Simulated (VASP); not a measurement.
Band structure of KTaO₃ (cubic perovskite). Level of theory: PBE GGA with D3 dispersion (Becke-Johnson damping), VASP's PBE PAW potentials (set 64) (plane waves; VASP).

Unless said otherwise, spin-orbit coupling is left out, though it shifts the bands of the heavy elements here.

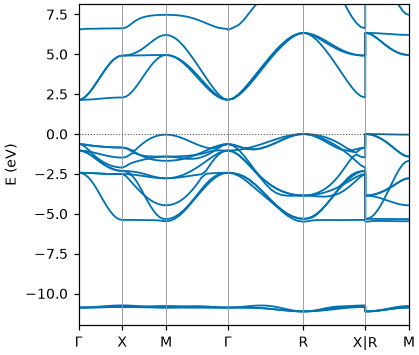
Fig. 1. Bands along high-symmetry lines, zero at the valence-band maximum or, without a gap, the Fermi level

Question: Read the plot: is there a gap, and where are the band edges?

Answer: The gap is indirect, 2.14 eV, from the valence maximum at R to the conduction minimum at Γ. (Edges off the drawn lines would not show.)

Measured: gap 3.64 eV (computed value off by -1.50 eV), as given by Burak Himmetoglu et al., Journal of Physics Condensed Matter (2016), arXiv:1601.06205.

The compound is KTaO3 in the cubic perovskite structure. It was relaxed first.
